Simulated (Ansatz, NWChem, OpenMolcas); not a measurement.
A small benchmark: atomisation enthalpy at 298 K

6 molecules with nitrogen; the atomisation enthalpy at 298 K in kJ/mol, computed less measured. Shapes, held fixed at every level: PBE0-D4/def2-TZVP. Flexible molecules stand in one conformer, not always the lowest. Thermal terms are harmonic and unscaled (PBE0-D4/def2-TZVP); the spin-orbit lowering of the free atoms is taken from their spectra. Programs: Ansatz 0.2.0, NWChem 7.3.0, OpenMolcas 26.06. A level may come from different programs for different species; with the same settings they agree closely. Measured values: Active Thermochemical Tables, NIST-JANAF tables.

Levels: A = M06-L/cc-pVTZ; B = BHLYP-D4/def2-TZVPP; C = MP2/cc-pVTZ.

```csv
molecule,from tabulated heats,A,B,C
HCN (hydrogen cyanide),1278,-7,-81,-5
N2O (nitrous oxide),1112,+38,-153,+30
HOCN (cyanic acid),1671,+1,-126,+9
NF3 (nitrogen trifluoride),843,+4,-163,+6
CH3N (methanimine),1755,-16,-65,-43
N2H4 (SMILES NN),1721,-51,-68,-74
```

**Question.** Which level does best on this set, which worst, and which err to one side?

**Answer.** 
```
              level                 kind  mean error  mean absolute error  worst case
      M06-L/cc-pVTZ             meta-GGA        -5.2                 19.5        N2H4
BHLYP-D4/def2-TZVPP        global hybrid      -109.3                109.3         NF3
        MP2/cc-pVTZ  perturbation theory       -12.8                 27.8        N2H4
```

On this set M06-L/cc-pVTZ has the smallest mean absolute error and BHLYP-D4/def2-TZVPP the largest. BHLYP-D4/def2-TZVPP is too low in 6 of 6. The heats of NF3 come from older tables and can be uncertain by 10 kJ/mol or more. Correlated wave functions converge slowly with the basis. The set is small.

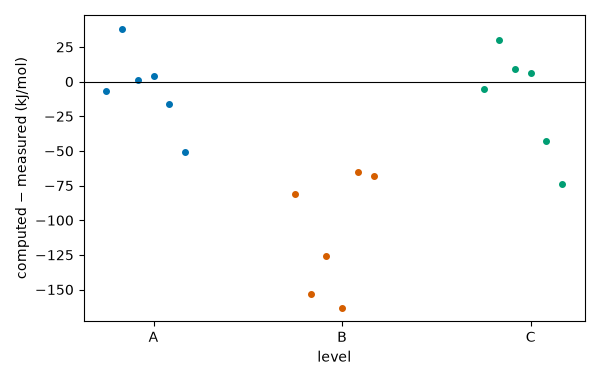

Errors of each level, one point a molecule.
